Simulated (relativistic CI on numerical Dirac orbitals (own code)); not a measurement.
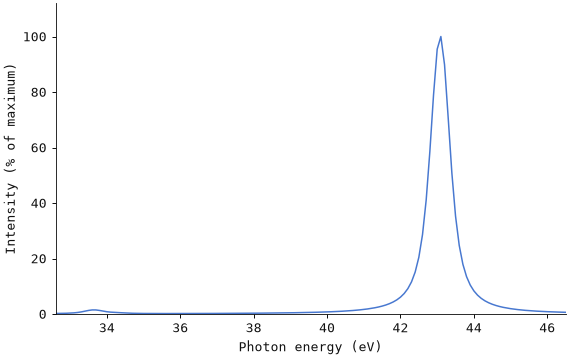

Computed core-level spectrum (absorption) of an ion of charge +3 in a field of D3d symmetry with 10Dq = 18,200, Dσ = 510, Dτ = 320 cm⁻¹. Multiplet model: relativistic Dirac–Coulomb–Breit theory, one configuration a step, Slater integrals scaled by 0.8, 300 K, Voigt broadening (Lorentzian 0.48 eV, Gaussian 0.3 eV full widths), computed with a radial Dirac CI code.

Identify the element and the shell or line.

M₂,₃ X-ray absorption of Sc³⁺, initial configuration [Ar]. The main maxima lie at 43.1 eV (100), heights in % of the largest; the centroid is at 42.9 eV. The ground state has S = 0.00.

Note: free-ion energies, so absolute edge positions are off by a few eV from solids; core and valence shell share one n, so the strongest features autoionise and are far broader and can lie several eV off in experiment.
